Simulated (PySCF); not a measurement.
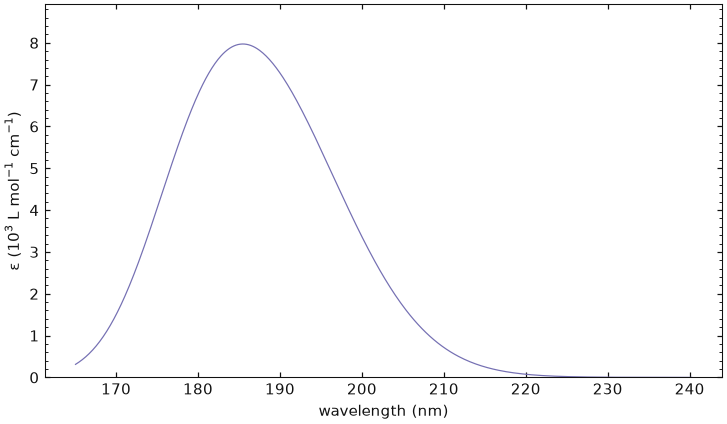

Vertical TDDFT excitations, PBE0/def2-SVPD, PySCF, at a GFN2-xTB geometry (no frequency check), gas phase. The lowest 6 singlet states are shown; each is broadened by a Gaussian of 1/e half-width 0.40 eV.

**Whose absorption spectrum is this?**
A. C₆H₁₂, SMILES CC/C=C/CC
B. BSi₃H₉O₂, SMILES OB(O)[SiH]([SiH3])[SiH3]
C. C₆H₉BO₂, SMILES CC1=CCC=C1B(O)O

Option B. Its lowest singlet lies at 6.36 eV (f = 0.006) and the brightest of those computed is S2 at 6.44 eV (193 nm), f = 0.091, mainly HOMO → LUMO (89 %).

Known limits of this run: the tight-binding geometry is rougher than a DFT one and adds to the error; one conformer of a flexible molecule; core orbitals are frozen in the response.
